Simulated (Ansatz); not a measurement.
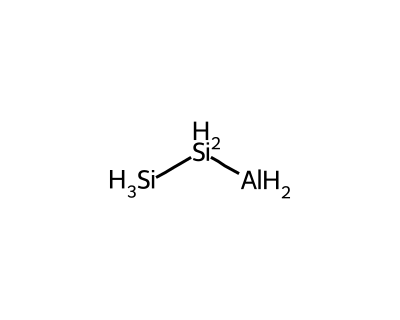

Structural formula above. The geometry was computed by an optimisation with PBE-D4/def2-SVP. No frequency run is at hand to confirm it as a minimum.

Describe the 3D structure.

It has 10 atoms: 1 aluminium, 7 hydrogen and 2 silicon (AlH7Si2). Its SMILES string is `[AlH2][SiH2][SiH3]`. Among its groups: Si–H bond. Coordination: 1 Al trigonal planar; 2 Si tetrahedral.

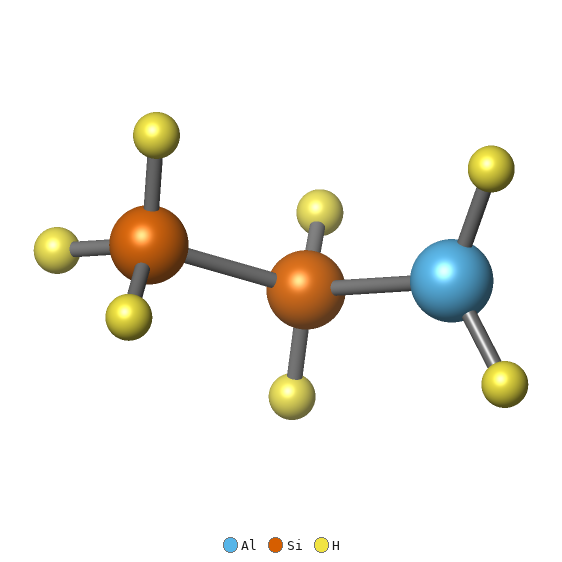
